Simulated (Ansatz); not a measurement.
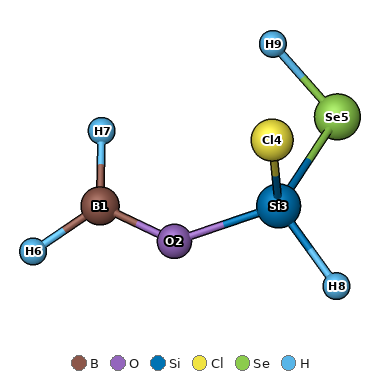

The system is BClH₄OSeSi, SMILES BO[SiH](Cl)[SeH]; the picture shows the reference structure. 
- The first coordinate is: dihedral O2–Si3–Se5–H9; the second: dihedral B1–O2–Si3–Se5.
- Nothing is relaxed (all other coordinates rigid).
- Grid: 15 × 15 points.
- Points are written as (first, second).
- Energies are in kJ/mol, from the lowest grid point.
- All numbers below come from RKS B3LYP-D4/def2-SVP (Ansatz 0.2.0).

Its coordinates:

```xyz
9

B    -0.0832    1.3670    1.0849
O    -0.7560    0.2513    0.7172
Si   -0.5055   -1.0087   -0.3529
Cl    0.6404   -2.4053    0.6541
Se    0.4733   -0.3586   -2.3059
H    -0.5588    2.0473    1.9613
H     0.9611    1.6602    0.5447
H    -1.8264   -1.5773   -0.6869
H     1.7436   -0.0222   -1.6334
```

Range: dihedral O2–Si3–Se5–H9 from −180 to 156°; dihedral B1–O2–Si3–Se5 from −180 to 156°.

Question: What landscape does the calculation give?

Answer: The lowest grid point is at (60°, −36°). There are further wells near (60°, 108°) (4.3 kJ/mol above the lowest at that grid point); (−84°, −60°) (4.5 kJ/mol above the lowest at that grid point); (−156°, −12°) (5.6 kJ/mol above the lowest at that grid point). The highest grid point, (−12°, 60°), lies 14.5 kJ/mol above the lowest. On the interpolated surface the easiest way out of the lowest well to the well at about (65°, 110°) passes a barrier of about 5.5 kJ/mol. Round the minimum the two coordinates are weakly coupled (coupling 0.09 in units of the two stiffnesses).

| dihedral B1–O2–Si3–Se5 ↓, dihedral O2–Si3–Se5–H9 → | −180 | −156 | −132 | −108 | −84 | −60 | −36 | −12 | 12 | 36 | 60 | 84 | 108 | 132 | 156 |
| --- | --- | --- | --- | --- | --- | --- | --- | --- | --- | --- | --- | --- | --- | --- | --- |
| 156 | 13.0 | 12.5 | 12.1 | 11.1 | 10.2 | 10.8 | 12.8 | 13.7 | 11.8 | 8.3 | 6.0 | 6.7 | 9.9 | 12.9 | 13.6 |
| 132 | 11.9 | 11.4 | 10.9 | 10.0 | 9.2 | 9.9 | 12.0 | 13.0 | 10.8 | 7.1 | 4.7 | 5.4 | 8.7 | 11.8 | 12.6 |
| 108 | 11.5 | 11.0 | 10.5 | 9.5 | 8.7 | 9.5 | 11.9 | 13.0 | 10.7 | 6.8 | 4.3 | 4.9 | 8.2 | 11.2 | 12.0 |
| 84 | 12.2 | 11.7 | 11.3 | 10.1 | 9.1 | 9.9 | 12.7 | 14.2 | 12.0 | 7.8 | 5.1 | 5.6 | 8.8 | 11.8 | 12.6 |
| 60 | 12.3 | 12.0 | 11.5 | 10.1 | 8.8 | 9.3 | 12.0 | 14.5 | 12.9 | 8.6 | 5.6 | 5.9 | 8.8 | 11.7 | 12.6 |
| 36 | 10.3 | 10.4 | 10.3 | 8.9 | 7.3 | 7.4 | 9.5 | 11.9 | 11.3 | 7.6 | 4.8 | 4.9 | 7.3 | 9.7 | 10.4 |
| 12 | 7.3 | 7.6 | 8.1 | 7.4 | 5.9 | 6.0 | 8.0 | 9.6 | 8.7 | 5.3 | 2.7 | 3.3 | 5.8 | 7.7 | 7.7 |
| −12 | 5.9 | 5.6 | 6.0 | 5.9 | 5.1 | 5.4 | 7.5 | 9.0 | 7.2 | 3.5 | 0.8 | 1.6 | 4.9 | 7.3 | 7.1 |
| −36 | 6.6 | 5.9 | 5.7 | 5.1 | 4.6 | 5.4 | 7.8 | 9.4 | 7.2 | 2.8 | 0.0 | 0.7 | 4.2 | 7.3 | 7.7 |
| −60 | 7.5 | 6.9 | 6.4 | 5.4 | 4.5 | 5.2 | 7.8 | 9.9 | 8.3 | 3.7 | 0.5 | 1.0 | 4.3 | 7.4 | 8.2 |
| −84 | 8.0 | 7.5 | 6.9 | 5.8 | 4.6 | 5.2 | 7.6 | 9.6 | 8.6 | 4.8 | 1.5 | 1.6 | 4.7 | 7.7 | 8.5 |
| −108 | 9.1 | 8.6 | 8.0 | 6.8 | 5.5 | 5.9 | 8.2 | 10.1 | 9.2 | 5.8 | 2.8 | 2.8 | 5.7 | 8.7 | 9.6 |
| −132 | 10.5 | 10.0 | 9.5 | 8.1 | 6.8 | 7.1 | 9.3 | 11.0 | 10.0 | 6.8 | 4.0 | 4.1 | 6.9 | 9.9 | 10.8 |
| −156 | 11.6 | 11.3 | 10.7 | 9.4 | 8.1 | 8.5 | 10.5 | 11.9 | 10.8 | 7.6 | 5.0 | 5.3 | 8.1 | 11.0 | 11.9 |
| −180 | 12.9 | 12.5 | 12.1 | 10.9 | 9.8 | 10.2 | 12.2 | 13.4 | 11.9 | 8.6 | 6.2 | 6.6 | 9.6 | 12.5 | 13.4 |

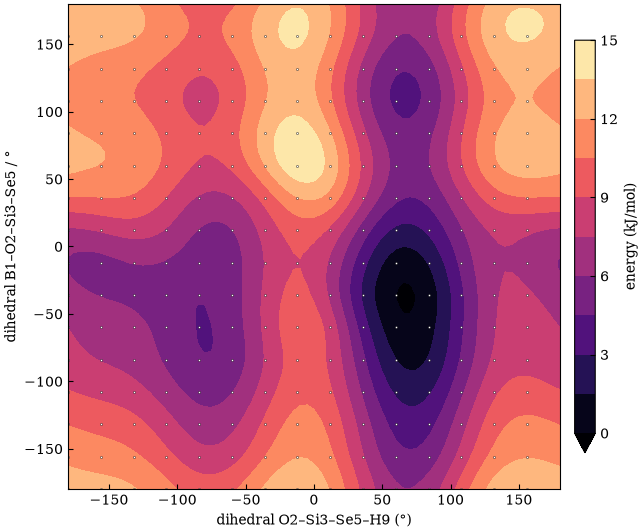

Drawn: filled contours, dots at the grid points. Between grid points the surface is interpolated.

Time for the 225 points that were run: 24 min on 1 thread of Intel(R) Xeon(R) Platinum 8375C CPU @ 2.90GHz (Ice Lake) (shared host).
